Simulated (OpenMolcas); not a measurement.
**C2H3N: single-point calculation**

The run: single-point calculation of C2H3N, SMILES C=C=N. Method and program: FNO-MP2/pcseg-1, RHF (OpenMolcas 26.06).

The geometry comes from this level: GFN2-xTB.

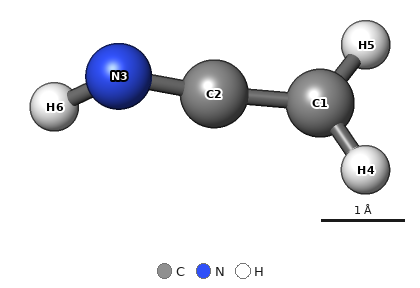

Figure 1. The structure as given in the input (ball-and-stick view, seen at a tilt; atoms are numbered from 1 in the order of the input).

Results in brief

```json
{"quantity": "outcome", "value": "converged"}
{"quantity": "total energy", "value": "−132.072674 hartree"}
{"quantity": "SCF energy", "value": "−131.838766 hartree"}
{"quantity": "correlation energy", "value": "−0.233908 hartree"}
{"quantity": "basis functions", "value": "57"}
{"quantity": "HOMO of the SCF reference", "value": "−9.58 eV"}
{"quantity": "LUMO of the SCF reference", "value": "4.13 eV"}
{"quantity": "hardware", "value": "1 thread of Arm Neoverse V1, 24 GiB of memory available, shared host"}
{"quantity": "wall time", "value": "2 s"}
{"quantity": "peak memory", "value": "0.089 GiB"}
```

Input file
```
&GATEWAY
  BasLib = $CurrDir
  Coord
  6
  bohr
  C     -1.41238131    -0.05270446    -1.18075757
  C      0.38404904     0.12846358     0.46838752
  N      1.85769527     0.55130870     2.17033156
  H     -1.41720011     1.09452937    -2.85458249
  H     -2.94139651    -1.36292717    -0.93180505
  H      3.52923361    -0.35867002     2.32844494
  Basis = pcseg-1
  Group = NoSym
  RICD

&SEWARD

&SCF
  PrOrbitals = 1 1

&MBPT2
  FNOMP2 = 0.2
  DoMP2
  Frozen = 3
```

Run as:
```bash
export MOLCAS_MEM=1860
pymolcas job.inp > job.log
```

Log
```
--- Start Module: gateway ---

                                              &GATEWAY

                       available to each process: 1.9 GB of memory, 1 thread

 Basis Set     1 Label: C.PCSEG-1
 Basis set is read from library:.
 basistype.tbl is not found

 Basis Set     2 Label: N.PCSEG-1
 Basis set is read from library:.
 basistype.tbl is not found

 Basis Set     3 Label: H.PCSEG-1
 Basis set is read from library:.
 basistype.tbl is not found

++    Symmetry information:
      ---------------------

                    Character Table for C1

                             E
                    a        1  x, y, xy, Rz, z, xz, Ry, yz, Rx, I
--

++    Basis set information:
      ----------------------

      Basis set label: C.PCSEG-1.........

      Electronic valence basis set:
      ------------------
      Associated Effective Charge   6.000000 au
      Associated Actual Charge      6.000000 au
      Nuclear Model: Point charge

      Shell  nPrim  nBasis  Cartesian Spherical Contaminant
         s       8       3        X
         p       4       2        X
         d       1       1                 X

      Basis set label: N.PCSEG-1.........

      Electronic valence basis set:
      ------------------
      Associated Effective Charge   7.000000 au
      Associated Actual Charge      7.000000 au
      Nuclear Model: Point charge

      Shell  nPrim  nBasis  Cartesian Spherical Contaminant
         s       8       3        X
         p       4       2        X
         d       1       1                 X

      Basis set label: H.PCSEG-1.........

      Electronic valence basis set:
      ------------------
      Associated Effective Charge   1.000000 au
      Associated Actual Charge      1.000000 au
      Nuclear Model: Point charge

      Shell  nPrim  nBasis  Cartesian Spherical Contaminant
         s       4       2        X
         p       1       1        X
--

++    Molecular structure info:
      -------------------------

                    ************************************************
                    **** Cartesian Coordinates / bohr, angstrom ****
                    ************************************************

     Center  Label                x              y              z                     x              y              z
        1      C1              -1.412381      -0.052704      -1.180758             -0.747400      -0.027890      -0.624830
        2      C2               0.384049       0.128464       0.468388              0.203230       0.067980       0.247860
        3      N3               1.857695       0.551309       2.170332              0.983050       0.291740       1.148490
        4      H4              -1.417200       1.094529      -2.854582             -0.749950       0.579200      -1.510580
        5      H5              -2.941397      -1.362927      -0.931805             -1.556520      -0.721230      -0.493090
        6      H6               3.529234      -0.358670       2.328445              1.867590      -0.189800       1.232160

                    ***************************************
                    *    InterNuclear Distances / bohr    *
                    ***************************************

               1 C1            2 C2            3 N3            4 H4            5 H5            6 H6
    1 C1       0.000000
    2 C2       2.445335        0.000000
    3 N3       4.721020        2.290643        0.000000
    4 H4       2.029251        3.901270        6.022441        0.000000
    5 H5       2.028928        3.904276        6.026511        3.472656        0.000000
    6 H6       6.068581        3.686367        1.909739        7.310456        7.314835        0.000000

                    *******************************************
                    *    InterNuclear Distances / angstrom    *
                    *******************************************

               1 C1            2 C2            3 N3            4 H4            5 H5            6 H6
    1 C1       0.000000
    2 C2       1.294016        0.000000
    3 N3       2.498256        1.212156        0.000000
    4 H4       1.073833        2.064463        3.186938        0.000000
    5 H5       1.073662        2.066054        3.189092        1.837650        0.000000
    6 H6       3.211355        1.950741        1.010590        3.868527        3.870844        0.000000

                    **************************************
                    *    Valence Bond Angles / degree    *
                    **************************************
                          Atom centers                 Phi
                      2 C2       1 C1       4 H4       121.07
                      2 C2       1 C1       5 H5       121.25
                      4 H4       1 C1       5 H5       117.68
                      1 C1       2 C2       3 N3       170.89
                      2 C2       3 N3       6 H6       122.46

           ***************************************************************
           *              Valence Dihedral Angles / degree               *
           ***************************************************************
                    Atom centers                       Phi1     Phi2     Theta
           3 N3       2 C2       1 C1       4 H4        170.89   121.07    90.17
           3 N3       2 C2       1 C1       5 H5        170.89   121.25   -90.29
           1 C1       2 C2       3 N3       6 H6        170.89   122.46  -179.94
--

            Nuclear Potential Energy             60.10953357 au

--- Stop Module: gateway /rc=_RC_ALL_IS_WELL_ ---

--- Start Module: seward ---

                                              &SEWARD

                       available to each process: 1.9 GB of memory, 1 thread

               SEWARD will generate:
                  Multipole Moment integrals up to order  2
                  Kinetic Energy integrals
                  Nuclear Attraction integrals (point charge)
                  One-Electron Hamiltonian integrals
                  Velocity integrals
                  Orbital angular momentum around (  0.3129   0.1949   0.4966 )
                  Velocity quadrupole around (  0.3129   0.1949   0.4966 )
                  RI decomposed two-electron repulsion integrals stored Cholesky style
                   - acCD auxiliary basis
                   - CD Threshold:   1.00E-04

                   Integrals are discarded if absolute value <: 1.00E-14
                   Integral cutoff threshold is set to       <: 1.00E-16

            Nuclear Potential Energy             60.10953357 au

      Basis set specifications :
      Symmetry species         a
      Basis functions           57

--- Stop Module: seward /rc=_RC_ALL_IS_WELL_ ---

--- Start Module: scf ---

                                                &SCF

                       available to each process: 1.9 GB of memory, 1 thread

++    Input section:
      --------------

      Header of the integral files:

      Cartesian coordinates in angstrom:
      -----------------------------------------------------
      No.  Label        X            Y            Z
      -----------------------------------------------------
       1   C1        -0.74740000  -0.02789000  -0.62483000
       2   C2         0.20323000   0.06798000   0.24786000
       3   N3         0.98305000   0.29174000   1.14849000
       4   H4        -0.74995000   0.57920000  -1.51058000
       5   H5        -1.55652000  -0.72123000  -0.49309000
       6   H6         1.86759000  -0.18980000   1.23216000
      -----------------------------------------------------
      Nuclear repulsion energy =   60.10953357
--

++    Orbital specifications:
      -----------------------

      Symmetry species               1
                                     a
      Frozen orbitals                0
      Occupied orbitals             11
      Secondary orbitals            46
      Deleted orbitals               0
      Total number of orbitals      57
      Number of basis functions     57
--

      Molecular charge                           0.000

++    Optimization specifications:
      ----------------------------

      SCF Algorithm: LK-RI/DF
      LK screening threshold:                     4.50E-02
      Local-Exchange (LK) algorithm.
       - the density matrix is decomposed
      The actual AO density is used
      Number of density matrices in core                 5
      Maximum number of NDDO SCF iterations            400
      Maximum number of HF SCF iterations              400
      Threshold for SCF energy change             1.00E-09
      Threshold for density matrix                1.00E-04
      Threshold for Fock matrix                   1.50E-04
      Threshold for linear dependence             1.00E-09
      Threshold at which DIIS is turned on        1.50E-01
      Maximum depth in the DIIS procedure                5
      Maximum depth in the BFGS Hessian update          30
      Threshold at which QNR/C2DIIS is turned on  7.50E-02
      Threshold for Norm(delta) (QNR/C2DIIS)      1.00E-03
      All orbitals punched on: SCFORB
--

      Input vectors read from INPORB
      Orbital file label: *Guess orbitals

++ Convergence information
                                   SCF        iterations: Energy and convergence statistics

Iter     Tot. SCF        One-elec.       Two-elec.     Energy      Max Dij or  Max Fij      DNorm      TNorm      AccCon     Time
         Energy          Energy          Energy        Change      Delta Norm                                                in Sec.
   1  -131.431003167  -294.395888642   102.855351909   0.00E+00    3.75E-01*   1.70E-01*    5.16E+00   7.49E+01   None         0.
   2  -131.731849482  -296.418675601   104.577292552  -3.01E-01*   2.74E-01*   9.57E-02*    5.26E+00   7.57E+01   EDIIS        0.
   3  -131.783561121  -296.177532169   104.284437481  -5.17E-02*   9.31E-02*   4.60E-02*    5.28E+00   7.55E+01   EDIIS        0.
   4  -131.833770614  -296.069681761   104.126377580  -5.02E-02*   1.75E-02*   8.72E-03*    5.28E+00   7.56E+01   c2DIIS       0.
   5  -131.838464506  -296.192820543   104.244822470  -4.69E-03*   1.02E-02*   3.58E-03*    5.29E+00   7.56E+01   QNRc2DIIS    0.
   6  -131.838681005  -296.156099682   104.207885110  -2.16E-04*   1.02E-02*   1.73E-03*    5.29E+00   7.56E+01   QNRc2DIIS    0.
   7  -131.838759213  -296.169038643   104.220745863  -7.82E-05*   1.63E-03*   6.21E-04*    5.30E+00   7.56E+01   QNRc2DIIS    0.
   8  -131.838764802  -296.174750674   104.226452305  -5.59E-06*   1.03E-03*   2.44E-04*    5.30E+00   7.56E+01   QNRc2DIIS    0.
   9  -131.838766204  -296.172264609   104.223964838  -1.40E-06*   2.06E-04    5.99E-05     5.29E+00   7.56E+01   QNRc2DIIS    0.
  10  -131.838766274  -296.172358136   104.224058294  -7.07E-08*   4.85E-05    1.45E-05     5.29E+00   7.56E+01   QNRc2DIIS    0.
  11  -131.838766279  -296.172751633   104.224451787  -4.47E-09*   1.86E-05    4.89E-06     5.29E+00   7.56E+01   QNRc2DIIS    0.
  12  -131.838766280  -296.172623557   104.224323710  -5.99E-10    6.30E-06    1.21E-06     5.29E+00   7.56E+01   QNRc2DIIS    0.

       Convergence after  12 Iterations
--

 *****************************************************************************************************************************
 *                                             SCF/KS-DFT Program, Final results                                             *
 *                                                       Final Results                                                       *
 *****************************************************************************************************************************

::    Total SCF energy                               -131.8387662796
      One-electron energy                            -296.1726235568
      Two-electron energy                             104.2243237104
      Nuclear repulsion energy                         60.1095335668
      Kinetic energy (interpolated)                   132.0127910198
      Virial theorem                                    0.9986817585
      Total spin, S(S+1)                                0.0000000000
      Total spin, S                                     0.0000000000
      Max non-diagonal density matrix element           0.0000054609
      Max non-diagonal Fock matrix element              0.0000005745

      All orbitals with orbital energies smaller than  E(LUMO)+0.5 are printed

++    Molecular orbitals:
      -------------------

      Title: SCF orbitals

      Molecular orbitals for symmetry species 1: a

          Orbital            1         2         3         4         5         6         7         8         9        10
          Energy          -15.5725  -11.3138  -11.2223   -1.2562   -1.0312   -0.7821   -0.6785   -0.6247   -0.5581   -0.4706
          Occ. No.          2.0000    2.0000    2.0000    2.0000    2.0000    2.0000    2.0000    2.0000    2.0000    2.0000

          Orbital           11        12        13        14        15        16        17        18        19        20
          Energy           -0.3519    0.1519    0.1593    0.1738    0.2084    0.2427    0.3679    0.4386    0.6164    0.6427
          Occ. No.          2.0000    0.0000    0.0000    0.0000    0.0000    0.0000    0.0000    0.0000    0.0000    0.0000

          Orbital           21
          Energy            0.6516
          Occ. No.          0.0000

--

++    Molecular charges:
      ------------------

      Mulliken charges per centre and basis function type
      ---------------------------------------------------

                C1      C2      N3      H4      H5      H6
      1s       3.0786  3.1308  3.5565  0.8174  0.8173  0.7394
      2px      0.9972  0.9544  1.1283  0.0028  0.0107  0.0220
      2pz      1.0185  0.8369  1.3444  0.0121  0.0030  0.0075
      2py      1.1522  0.8121  1.3790  0.0078  0.0089  0.0107
      3d2+     0.0049  0.0128  0.0022  0.0000  0.0000  0.0000
      3d1+     0.0084  0.0146  0.0061  0.0000  0.0000  0.0000
      3d0      0.0075  0.0247  0.0118  0.0000  0.0000  0.0000
      3d1-     0.0067  0.0160  0.0061  0.0000  0.0000  0.0000
      3d2-     0.0067  0.0150  0.0081  0.0000  0.0000  0.0000
      Total    6.2806  5.8173  7.4426  0.8400  0.8399  0.7795

      N-E     -0.2806  0.1827 -0.4426  0.1600  0.1601  0.2205

      Total electronic charge=   22.000000

      Total            charge=   -0.000000
--

++    Molecular properties:
      ---------------------

      Charge (e):
                      =   -0.0000
      Dipole Moment (debye):
      Origin of the operator (angstrom)=    0.1656    0.1032    0.2628
                   X=  6.3082E-01               Y= -1.1648E+00               Z= -9.8868E-01           Total=  1.6530E+00
      Quadrupole Moment (debye*angstrom):
      Origin of the operator (angstrom)=    0.1656    0.1032    0.2628
                  XX= -1.5062E+01              XY= -3.9679E-01              XZ=  1.6043E+00              YY= -1.9396E+01
                  YZ= -2.4270E+00              ZZ= -1.9571E+01
      In traceless form (debye*angstrom)
                  XX=  4.4222E+00              XY= -5.9518E-01              XZ=  2.4064E+00              YY= -2.0800E+00
                  YZ= -3.6405E+00              ZZ= -2.3422E+00
--

--- Stop Module: scf /rc=_RC_ALL_IS_WELL_ ---

--- Start Module: mbpt2 ---

                                               &MBPT2

                       available to each process: 1.9 GB of memory, 1 thread

WARNING!
Default frozen orbitals as non valence orbitals is overwritten by user input.
Default values:   3

      Cartesian coordinates in angstrom:
      -----------------------------------------------------
      No.  Label        X            Y            Z
      -----------------------------------------------------
       1   C1        -0.74740000  -0.02789000  -0.62483000
       2   C2         0.20323000   0.06798000   0.24786000
       3   N3         0.98305000   0.29174000   1.14849000
       4   H4        -0.74995000   0.57920000  -1.51058000
       5   H5        -1.55652000  -0.72123000  -0.49309000
       6   H6         1.86759000  -0.18980000   1.23216000
      -----------------------------------------------------
      Nuclear repulsion energy =   60.10953357

      Contents of RUNFILE file:
      -------------------------

      Symmetry species                           1
                                                 a
      Number of basis functions                 57
      Frozen occupied orbitals                   3
      Active occupied orbitals                   8
      Active external orbitals                  46
      Deleted external orbitals                  0

      Reference numbers of frozen occupied orbitals according to the original input sequence
      symmetry species 1                        1  2  3

      Energies of the active occupied orbitals

      symmetry species 1                    -1.256229     -1.031240     -0.782065     -0.678539     -0.624731
                                            -0.558055     -0.470564     -0.351946

      Energies of the active external orbitals

      symmetry species 1                     0.151919      0.159291      0.173758      0.208383      0.242736
                                             0.367938      0.438637      0.616431      0.642724      0.651564
                                             0.708828      0.736984      0.837589      0.860072      0.872685
                                             0.892425      0.962568      1.028283      1.067128      1.238035
                                             1.339113      1.602507      1.669560      1.701865      1.766015
                                             1.890856      1.895168      2.052990      2.096428      2.140510
                                             2.175999      2.328748      2.445338      2.506222      2.603583
                                             2.643115      2.754509      2.865675      2.974026      3.140139
                                             3.192187      3.325096      3.561416      3.749740      3.832625
                                             3.841108

      ********************************************************************************************************
      *                                               Results                                                *
      ********************************************************************************************************

-------------------------------------------------------
 Start FNO-MP2 section
-------------------------------------------------------

 NOs specified:  20% of the total virtual space
 ------------------------------------------------------
    Symm.     Trace     (Full Dmat)     (Partial Dmat)
 ------------------------------------------------------
       1               0.393609E-01      0.308698E-01
 ------------------------------------------------------
   Sum :               0.393609E-01      0.308698E-01
 ------------------------------------------------------

 Secondary orbitals after selection:   9
 Deleted orbitals after selection:    37

 Energies of the active virtual orbitals

 symmetry species 1                          0.261929      0.266815      0.645151      0.696495      0.713818
                                             0.757537      0.772998      0.952064      1.081272

-------------------------------------------------------
 End FNO-MP2 section
-------------------------------------------------------

       SCF energy                           =     -131.8387662796 a.u.
       Second-order correlation energy      =       -0.2339078013 a.u.
       ( Opposite-Spin contribution         =       -0.1488744985 )
       ( Same-Spin contribution             =       -0.0432497787 )
       ( Truncation error estimate          =       -0.0417835241 )

       Total energy                         =     -132.0726740808 a.u.

       Reference weight ( Cref**2 )         =        0.92174

::    Total MBPT2 energy                             -132.0726740808

       Zeroth-order energy (E0)             =      -27.6144425692 a.u.

       Shanks-type energy S1(E)             =     -132.0732002145 a.u.

--- Stop Module: mbpt2 /rc=_RC_ALL_IS_WELL_ ---

.##################.
.# Happy landing! #.
.##################.

    Timing: Wall=1.80 User=1.56 System=0.23
```

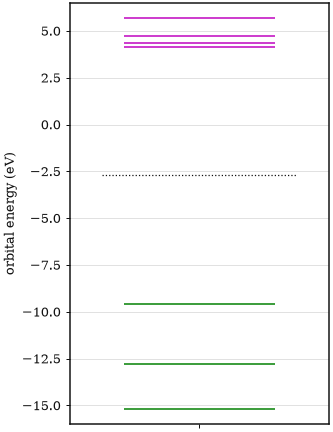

Figure 2. Orbital energies near the frontier (SCF reference); the dotted line parts filled from empty levels, and levels within 0.02 eV of each other stand side by side. Highest filled −9.58 eV, lowest empty 4.13 eV, 13.71 eV apart.
